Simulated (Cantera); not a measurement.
A closed system holds: 1 mol CsOH, 0.18 mol H2O, equilibrated at 1 atm.

Method: chemical equilibrium by Gibbs-energy minimisation in Cantera with the NASA 1993 tables (ideal gas, pure condensed phases). Candidate condensed phases: Cs, CsOH, H2O; 15 gas species. Equilibrium is a limit: real reactors are often held back by kinetics, nucleation or transport.

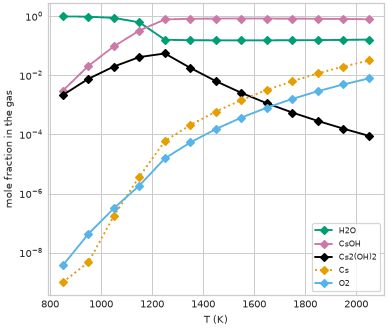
Figure: Equilibrium gas composition (values under 1e-9 drawn at 1e-9)

From 850 K to 1150 K the condensed part is CsOH(l). From 1250 K to 2050 K nothing is condensed. The main Cs-bearing gas is Cs2(OH)2 at 850 K and CsOH at 2050 K.
